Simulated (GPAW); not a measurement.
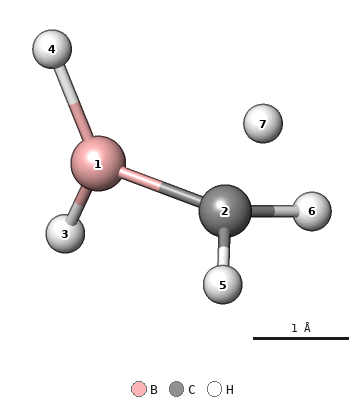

Figure 1. The structure (ball-and-stick view, seen at a tilt; atoms are numbered from 1 in the order of the input). Sticks are drawn by distance; a stretched bond gets none, so the picture shows separate pieces.

## Run report: CH5B, property calculation

CH5B, computed with BP86/real-space grid, scalar-relativistic datasets (GPAW 26.7.0).

The atoms were displaced at random from an optimised geometry.

Input file (ch5b.py)
```python
import numpy as np
from ase import Atoms
from ase.dft.wannier import Wannier
from ase.units import Bohr, Debye
from gpaw import GPAW, setup_paths
from gpaw.atom.configurations import parameters
from gpaw.atom.generator import Generator

# Structure
positions_bohr = np.array(
              [[ -0.505460,  -1.575850,   0.040937],
               [  0.621359,   1.154691,  -0.028319],
               [  0.870737,  -2.885139,   0.977117],
               [ -2.596435,  -2.184295,  -1.170209],
               [  0.736124,   2.123483,   1.566598],
               [  2.241707,   1.537260,  -1.273220],
               [ -1.145303,   2.761481,  -1.153678]])
system = Atoms("BCHHHHH", positions=positions_bohr * Bohr)
system.center(vacuum=4.0)

# PAW datasets for this functional
for symbol in ["B", "C", "H"]:
    Generator(symbol, xcname="GGA_X_B88+GGA_C_P86", scalarrel=True, nofiles=True, txt=None).run(**parameters[symbol])
setup_paths.insert(0, ".")

# DFT calculator
calc = GPAW(mode="fd",
            h=0.2,
            xc="GGA_X_B88+GGA_C_P86",
            eigensolver="davidson",
            maxiter=100,
            symmetry="off",
            txt="-")
system.calc = calc

energy = system.get_potential_energy()
print(f"Energy = {energy:.5f} eV")
forces = system.get_forces()
print("Forces (eV/Ang)")
for symbol, f in zip(system.symbols, forces):
    print(f'{symbol:2} {f[0]:9.4f} {f[1]:9.4f} {f[2]:9.4f}')
dipole = system.get_dipole_moment() / Debye
print(f"Dipole = {np.linalg.norm(dipole):.3f} D")

wan = Wannier(6, calc, initialwannier="bloch")
wan.localize()
centres = wan.get_centers()
radii_w = wan.get_radii()
for c, r in zip(centres, radii_w):
    print(f'centre {c[0]:8.3f} {c[1]:8.3f} {c[2]:8.3f}  radius {r:6.3f}')
```

Launch command:
```bash
python ch5b.py
```

What the program printed
```
__  _  _
 | _ |_)|_||  |
 |__||  | ||/\| - 26.7.0

units:  Angstrom and eV
cores:  1
OpenMP: False

Versions:
  Python: 3.12.14
  ASE:    3.29.0
  Numpy:  2.5.5
  Scipy:  1.18.1
  Libxc:  7.0.0

        _gpaw.cpython-312-x86_64-linux-gnu.so

Input parameters:
  mode=FD(),
  eigensolver=Davidson(niter=2),
  h=0.2,
  maxiter=100,
  symmetry=Symmetry(point_group=False, time_reversal=False),
  xc=XC(name='GGA_X_B88+GGA_C_P86')

Diagonalizing LCAO Hamiltonian
Converting LCAO to fd mode
        .-------------------------.
       /|                         |
      / |                         |
     /  |                         |
    /   |                         |
   /    |                         |
  /     |                         |
 *      |                         |
 |      |          H              |
 |      |        H C              |
 |      |        BH  H            |
 |      |     H                   |
 |      .-------------------------.
 |     /                         /
 |    /                         /
 |   /                         /
 |  /                         /
 | /                         /
 |/                         /
 *-------------------------*

Atoms  # Å, Bohr magnetons
|   | symbol |        x |        y |        z |    initial magnetic moments |
|---|--------|----------|----------|----------|-----------------------------|
| 0 |      B | 5.106496 | 4.692846 | 4.695422 | ( 0.0000,  0.0000,  0.0000) |
| 1 |      C | 5.702783 | 6.137786 | 4.658773 | ( 0.0000,  0.0000,  0.0000) |
| 2 |      H | 5.834748 | 4.000000 | 5.190827 | ( 0.0000,  0.0000,  0.0000) |
| 3 |      H | 4.000000 | 4.370871 | 4.054511 | ( 0.0000,  0.0000,  0.0000) |
| 4 |      H | 5.763514 | 6.650449 | 5.502767 | ( 0.0000,  0.0000,  0.0000) |
| 5 |      H | 6.560234 | 6.340233 | 4.000000 | ( 0.0000,  0.0000,  0.0000) |
| 6 |      H | 4.767906 | 6.988063 | 4.063259 | ( 0.0000,  0.0000,  0.0000) |

Unit cell  # Å
| periodic |         x |         y |        z |   lengths |    angles |
|----------|-----------|-----------|----------|-----------|-----------|
|       no | 10.560234 |  0.000000 | 0.000000 | 10.560234 | 90.000000 |
|       no |  0.000000 | 10.988063 | 0.000000 | 10.988063 | 90.000000 |
|       no |  0.000000 |  0.000000 | 9.502767 |  9.502767 | 90.000000 |

Number of symmetries: 1
Symmetry operations  # r_c * U_cc + t_c -> r_c
|   | kind |            matrix            |
|---|------|------------------------------|
| 0 |  E   |  1, 0, 0,  0, 1, 0,  0, 0, 1 |

BZ-sampling:
  Number of BZ points: 1
  Number of IBZ points: 1

  Monkhorst-Pack size: [1, 1, 1]
  Monkhorst-Pack shift: [0, 0, 0]

K-points  # in reciprocal-cell coordinates
|   |                                coordinates |     weight |
|---|--------------------------------------------|------------|
| 0 | (  0.00000000,   0.00000000,   0.00000000) | 1.00000000 |

Uniform wave function grid shape: (np.int64(51), np.int64(55), np.int64(47))
Spin-components: 1 (collinear spins)
Bands:           12
Projectors:      25
Spin-degeneracy: 2
Datatype:        float64

  Storage: CPU
  Wave functions: 12_656_160 bytes (12_656_160 per core)

Parallelization:
  kpt:    1
  domain: 1
  band:   1

Density:
  Valence electrons: 12.0
  Components: 1
  Grid points: [52 56 48]
  Charge: 0.0  # |e|

Potential:
  Grid points: [52 56 48]

species:
  B:
    name:    Boron
    Z:       5.0
    valence: 3
    core:    2
    charge:  0.0  # [|e|]
    file:    B.GGA_X_B88+GGA_C_P86
    compensation charges:
      type: gauss
      rc: 0.20  # [Å]
      lmax: 2
    cutoffs:
      filter: 1.14  # [Å]
      core: 1.38  # [Å]
    projectors
    | kind |    occ | energy [eV] | rcut [Å] |
    |------|--------|-------------|----------|
    |   2s |  2.000 |      -9.547 |    0.635 |
    |   2p |  1.000 |      -3.692 |    0.635 |
    |    s |        |      17.664 |    0.635 |
    |    p |        |      23.519 |    0.635 |
    |    d |        |       0.000 |    0.635 |

    Using partial waves for B as LCAO basis

  C:
    name:    Carbon
    Z:       6.0
    valence: 4
    core:    2
    charge:  0.0  # [|e|]
    file:    C.GGA_X_B88+GGA_C_P86
    compensation charges:
      type: gauss
      rc: 0.20  # [Å]
      lmax: 2
    cutoffs:
      filter: 1.14  # [Å]
      core: 1.14  # [Å]
    projectors
    | kind |    occ | energy [eV] | rcut [Å] |
    |------|--------|-------------|----------|
    |   2s |  2.000 |     -13.856 |    0.635 |
    |   2p |  2.000 |      -5.379 |    0.635 |
    |    s |        |      13.355 |    0.635 |
    |    p |        |      21.833 |    0.635 |
    |    d |        |       0.000 |    0.635 |

    Using partial waves for C as LCAO basis

  H:
    name:    Hydrogen
    Z:       1.0
    valence: 1
    core:    0
    charge:  0.0  # [|e|]
    file:    H.GGA_X_B88+GGA_C_P86
    compensation charges:
      type: gauss
      rc: 0.15  # [Å]
      lmax: 2
    cutoffs:
      filter: 0.85  # [Å]
      core: 0.53  # [Å]
    projectors
    | kind |    occ | energy [eV] | rcut [Å] |
    |------|--------|-------------|----------|
    |   1s |  1.000 |      -6.636 |    0.476 |
    |    s |        |      20.576 |    0.476 |
    |    p |        |       0.000 |    0.476 |

    Using partial waves for H as LCAO basis

Reference energy: -1762.940349  # eV

eigensolver:
  Davidson
  Converge bands: occupied
  niter=2

density mixing:
  MSR1-Mixer
  Pratt-step length: 0.05
  Maximum mixing coefficient: 0.75
  Old densities: 10
  SVD Regularization: 0.005
  Good broyden scale: 1.0
  Trust region scale: 1.0
  Backstep threshold: 4.0
  History deletion threshold: 6.0
  Fourier metric: weight=20.0, sigma=0.015

occupation numbers:
  # Zero width

FastPoissonSolver using
    Stencil: 6*3+1=19 point O(h^6) finite-difference Laplacian
    FFT axes: []
    FST axes: [np.int64(2), np.int64(0), np.int64(1)]

xc functional:
  name: GGA_X_B88+GGA_C_P86 with 2 nearest neighbor stencil
interpolation: tri-quintic # 5. degree polynomial

Initialization done in: 2.009 s

convergence criteria:
- Maximum [total energy] change in last 3 cyles: 0.0005 eV / valence electron
- Maximum integral of absolute [dens]ity change: 0.0001 electrons / valence electron
- Maximum integral of absolute [eigenst]ate change: 4e-08 eV^2 / valence electron
maximum number of iterations: 100

SCF iterations
|iter     |     time |      energy | eigst |  dens |
|---------|----------|-------------|-------|-------|
|iter:   1| 00:00:02 |  -34.706581 | +1.30 |       |
|iter:   2| 00:00:04 |  -34.185013 | +0.24 | -0.49 |
|iter:   3| 00:00:05 | -718.843750 | +3.54 | -0.51 |
|iter:   4| 00:00:06 |  -31.823533 | +1.02 | +0.29 |
|iter:   5| 00:00:07 |  -31.073384 | -0.02 | -0.89 |
|iter:   6| 00:00:08 |  -31.076385 | +0.14 | -1.24 |
|iter:   7| 00:00:09 |  -31.039951 | -0.82 | -1.39 |
|iter:   8| 00:00:10 |  -31.037296 | -0.97 | -1.81 |
|iter:   9| 00:00:11 |  -31.039052c| -1.18 | -2.38 |
|iter:  10| 00:00:12 |  -31.038513c| -2.38 | -2.43 |
|iter:  11| 00:00:13 |  -31.038497c| -2.61 | -2.86 |
|iter:  12| 00:00:15 |  -31.038529c| -3.14 | -3.45 |
|iter:  13| 00:00:16 |  -31.038547c| -3.33 | -3.67 |
|iter:  14| 00:00:17 |  -31.038559c| -3.57 | -3.90 |
|iter:  15| 00:00:18 |  -31.038566c| -3.85 | -3.95 |
|iter:  16| 00:00:19 |  -31.038569c| -4.10 | -4.01c|
|iter:  17| 00:00:20 |  -31.038571c| -4.39 | -3.91 |
|iter:  18| 00:00:21 |  -31.038572c| -4.69 | -4.17c|
|iter:  19| 00:00:23 |  -31.038574c| -5.06 | -4.39c|
|iter:  20| 00:00:24 |  -31.038574c| -5.47 | -4.52c|
|iter:  21| 00:00:25 |  -31.038573c| -5.83 | -4.84c|
|iter:  22| 00:00:26 |  -31.038573c| -6.26 | -4.92c|
|iter:  23| 00:00:27 |  -31.038573c| -6.66 | -5.06c|
|iter:  24| 00:00:28 |  -31.038573c| -7.12 | -5.51c|
|iter:  25| 00:00:29 |  -31.038573c| -7.50c| -6.02c|

Converged in 25 steps
SCF loop duration: 27.362 s (1.094 s/step)
Energy contributions relative to reference atoms: (reference = -1762.940349)

Energy contributions:
  Kinetic:          29.495043
  Coulomb:         -33.237953
  Zero:              0.103983
  External:          0.000000
  Xc:              -27.399646
  Entropy:           0.000000
  Spinorbit:         0.000000
  ----------------------------
  Free energy:     -31.038573
  Extrapolated:    -31.038573

dipole moment: (0.097843, 0.070357, 0.062355)  # |e|*Ang

Fermi level: -4.922
Eigenvalues  # (at kpt = [0.000, 0.000, 0.000])
| band index |      eig [eV] | occ [0-2] |
|------------|---------------|-----------|
|          0 |       -17.336 |     2.000 |
|          1 |       -12.142 |     2.000 |
|          2 |       -10.454 |     2.000 |
|          3 |        -9.418 |     2.000 |
|          4 |        -8.255 |     2.000 |
|          5 |        -7.167 |     2.000 |
|          6 |        -2.677 |     0.000 |
|          7 |        -0.343 |     0.000 |
|          8 |         0.682 |     0.000 |
|          9 |         0.933 |     0.000 |
|         10 |         1.680 |     0.000 |
|         11 |         1.844 |     0.000 |

Gap: 4.491 eV
Transition (v -> c):
  (s=0, k=0, n=5, [0.00, 0.00, 0.00]) -> (s=0, k=0, n=6, [0.00, 0.00, 0.00])
No difference between direct/indirect transitions
vacuum-level: 0.000  # V
Energy = -31.03857 eV

Forces  # eV/Ang
|        x |        y |        z |
|----------|----------|----------|
| -1.73469 |  1.44792 | -2.11722 |  # B    0
| -4.36202 |  0.91782 | -6.09012 |  # C    1
|  0.85822 | -2.04856 |  1.09563 |  # H    2
|  1.68722 |  0.32062 |  1.22974 |  # H    3
|  0.88176 |  2.01224 |  4.29854 |  # H    4
|  0.19143 | -0.36092 |  0.24908 |  # H    5
|  2.45553 | -2.25338 |  1.37700 |  # H    6

Force computation time: 0.047  # s
Forces (eV/Ang)
B    -1.7347    1.4479   -2.1172
C    -4.3620    0.9178   -6.0901
H     0.8582   -2.0486    1.0956
H     1.6872    0.3206    1.2297
H     0.8818    2.0122    4.2985
H     0.1914   -0.3609    0.2491
H     2.4555   -2.2534    1.3770
Dipole = 0.652 D
centre    5.754    6.437    5.243  radius  0.830
centre    5.634    4.145    5.072  radius  0.877
centre    6.266    6.220    4.242  radius  0.880
centre    4.294    4.449    4.240  radius  0.938
centre    5.437    5.526    4.671  radius  0.880
centre    5.099    6.677    4.272  radius  0.995
```

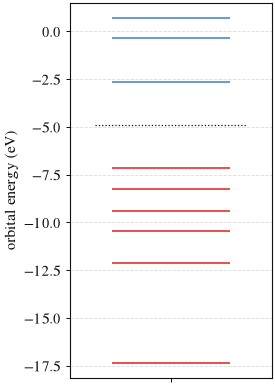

Figure 2. Orbital energies near the frontier; the dotted line parts filled from empty levels, and levels within 0.02 eV of each other stand side by side. Highest filled −7.17 eV, lowest empty −2.68 eV, 4.49 eV apart.

Key numbers

```csv
quantity,value
outcome,converged
energy relative to the program's reference atoms,−31.0386 eV
largest force,7.547 eV/Å
HOMO,−7.17 eV
LUMO,−2.68 eV
dipole moment,0.65 D
hardware,"1 thread of Intel Xeon @ 2.50GHz (Skylake/Cascade Lake), 12 GiB of memory available, shared host"
wall time,31 s
peak memory,0.36 GiB
```

Further notes kept with the run: datasets made with stock radii, not tested.
